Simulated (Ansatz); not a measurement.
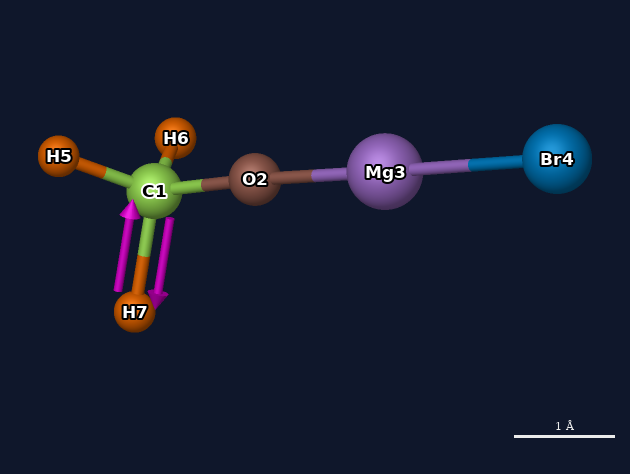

Arrows show the forces on the atoms, 0.3 Å of arrow for 1 eV/Å; forces under a tenth of the largest aren't drawn. Level of theory: PBE0-D4/def2-TZVP (Ansatz 0.2.0).

### Which bond do the forces act along most?

C1–H7, now 1.277 Å: the forces pull its atoms together, so a first step downhill shortens it.

List the force components in the frame of the picture (x right, y up, z towards the viewer), in eV/Å.

```csv
atom,Fx,Fy,Fz
C1,−0.50,−3.09,−0.87
O2,0.00,0.00,0.00
Mg3,0.00,0.00,0.00
Br4,0.00,0.00,0.00
H5,0.00,0.00,0.00
H6,0.00,0.00,0.00
H7,0.50,3.08,0.87
```
